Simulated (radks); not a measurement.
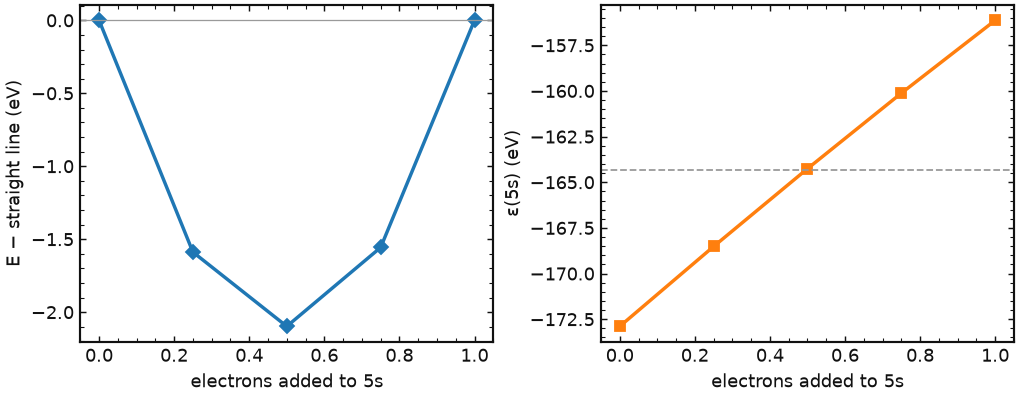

Method: Dirac Kohn-Sham, BLYP, spin-unpolarised, spherical densities, finite nucleus; computed with the in-house radial solver radks. The occupation of the 5s shell is varied from Bi⁺ ([Kr] 4d10 4f14 5s1 5p6 5d10 6s2 6p3 (6p1/2: 2, 6p3/2: 1)) to Bi ([Xe] 4f14 5d10 6s2 6p3 (6p1/2: 2, 6p3/2: 1)), with spherical fractional occupations. The plot shows the total energy less the straight line between the end points, and the eigenvalue of 5s (the dashed line is minus the energy to take the whole electron out).

**What does the shape say about the method?**

The curve is convex (below the straight line), with the largest deviation among the points computed, −2.10 eV, at 0.5. The end points differ by 164.3 eV, the energy to take the electron out. The eigenvalue, which is the slope of the energy (Janak's theorem), moves from −172.9 eV at 0 to −156.1 eV at 1; for a straight line it would stay constant, and a parabola would sag by an eighth of this change, scaled to a whole electron, 2.09 eV. Convexity is the delocalisation error: fractional charges are too low in energy. The shell lies under occupied ones, so the straight line is a guide here rather than an exact condition.
